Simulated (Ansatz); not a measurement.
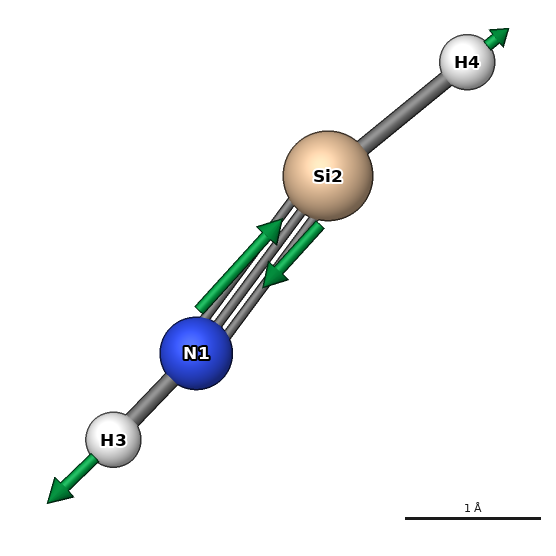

Arrows show the forces on the atoms, 0.06 Å of arrow for 1 eV/Å; forces under a tenth of the largest aren't drawn. State: charge +1, singlet. Level of theory: PBE0-D4/def2-TZVPP (Ansatz 0.2.0).

**On which atom is the force largest, and how large is it?**

On N1: 15.51 eV/Å.

List the force components in the frame of the picture (x right, y up, z towards the viewer), in eV/Å.

| atom | Fx | Fy | Fz |
| --- | --- | --- | --- |
| N1 | 10.44 | 11.47 | −0.32 |
| Si2 | −7.21 | −7.94 | −0.07 |
| H3 | −6.00 | −5.79 | 0.44 |
| H4 | 2.78 | 2.26 | −0.05 |
